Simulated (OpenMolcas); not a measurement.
## A ladder of methods for GaSiH3F2 (SMILES [F][Ga]([F])[SiH3])

The species is GaSiH3F2 (7 atoms), meant as a singlet with charge 0. SMILES: `[F][Ga]([F])[SiH3]`. The shape is that of a PBE0-D4/def2-TZVP optimisation.

```xyz
7

F     0.3377   -1.7169    2.0420
Ga    0.7498   -0.8722    0.5660
F     2.3046   -1.4095   -0.0293
Si   -0.6361    0.7619   -0.4869
H     0.1912    1.5941   -1.3929
H    -1.2676    1.5996    0.5615
H    -1.6795    0.0431   -1.2604
```

Quantity: the HOMO–LUMO gap, in eV. The values are calculated.

| level | kind | program | value (eV) | CPU time |
| --- | --- | --- | --- | --- |
| HF/6-31G* (spherical functions) | Hartree–Fock | OpenMolcas | 13.03 | 13 s |
| SVWN5/6-31G* (spherical functions) | LDA | OpenMolcas | 5.28 | 23 s |
| M06-L/6-31G* (spherical functions) | meta-GGA | OpenMolcas | 5.83 | 32 s |
| r2SCAN/6-31G* (spherical functions) | meta-GGA | OpenMolcas | 5.84 | 33 s |
| M06-2X/6-31G* (spherical functions) | hybrid meta-GGA | OpenMolcas | 9.04 | 32 s |
| PBE0/6-31G* (spherical functions) | global hybrid | OpenMolcas | 7.42 | 26 s |
| B3LYP/6-31G* (Cartesian functions) | global hybrid | OpenMolcas | 6.95 | 31 s |
| B2PLYP/6-31G* (spherical functions) | double hybrid | OpenMolcas | 9.52 | 17 s |

All-electron rows without a relativistic Hamiltonian named are non-relativistic. The values span 5.28 to 13.03 eV. Orbital gaps aren't excitation energies, and those of double hybrids come from the SCF part alone; they tend to grow with the share of exact exchange. CPU times are rough (shared hosts, several kinds of processor): they show what a rung costs within a factor of a few.

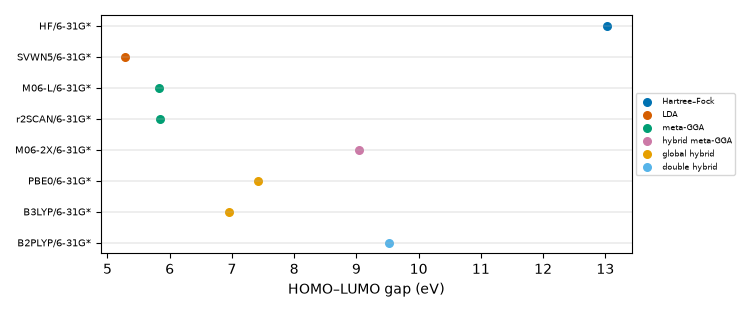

The values of the table, level by level.
